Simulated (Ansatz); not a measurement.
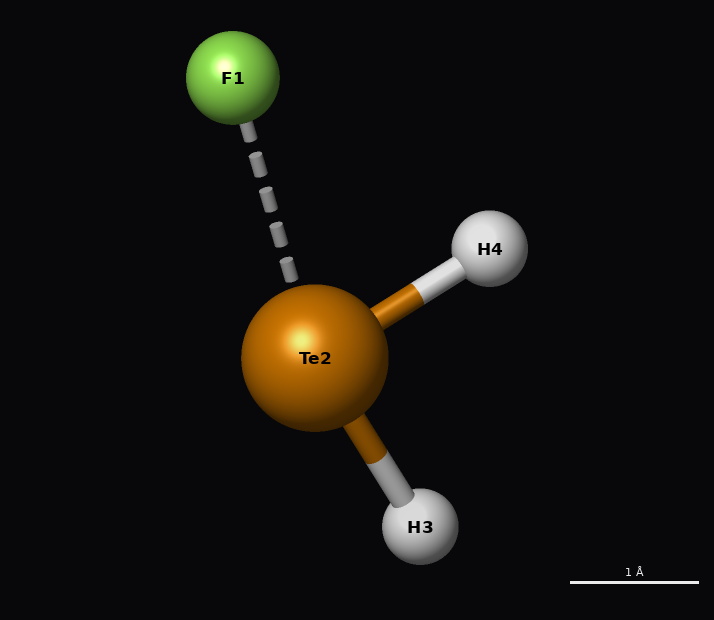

Two molecules or ions; the broken line marks their closest contact (measured against van der Waals radii). Charge −1, singlet. Geometry: a pair of rigid molecules at a changed separation. Program: Ansatz 0.2.0.

Which two species are they?

Answer. F and H2Te (`[F-].[TeH2]`).

How long is the contact?

Answer. F1···Te2 is 2.51 Å.

Give the counterpoise-corrected interaction energy (kcal/mol, monomers kept as in the pair) with RHF-CCSD(T) (frozen core)/def2-TZVPPD; ωB97M-V/def2-TZVPPD.

```tsv
level	interaction energy (kcal/mol)
RHF-CCSD(T) (frozen core)/def2-TZVPPD	−25.8
ωB97M-V/def2-TZVPPD	−28.1
```
